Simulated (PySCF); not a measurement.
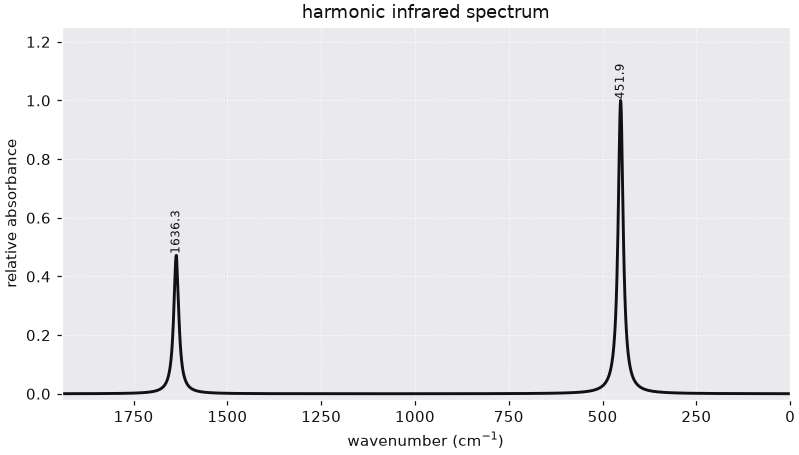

IR spectrum of MgH₂, singlet, at a minimum, with Mg as the central atom. Unscaled harmonic wavenumbers and double-harmonic intensities, PBE0/def2-TZVP, PySCF, isolated molecule. Structures are the lowest points that the searches found. Degenerate modes count as one line, with their intensities summed. Lorentzian lines of 16 cm⁻¹ full width. Close modes add up in the curve.

### What symmetry does the computed molecule have?

The calculation gave D∞h. Its 4 modes give 3 distinct wavenumbers, 2 with an intensity of 0.05 km/mol or more.
```csv
cm⁻¹,km/mol,symmetry
451.9,907.0,πu (×2)
1606.5,0.0,σg+
1636.3,427.6,σu+
```

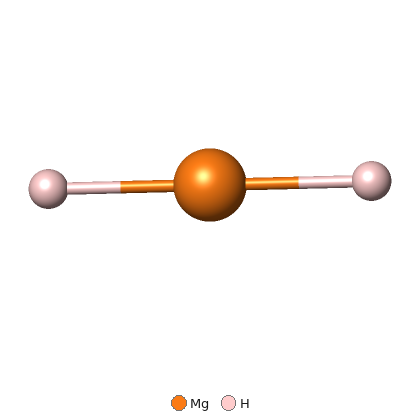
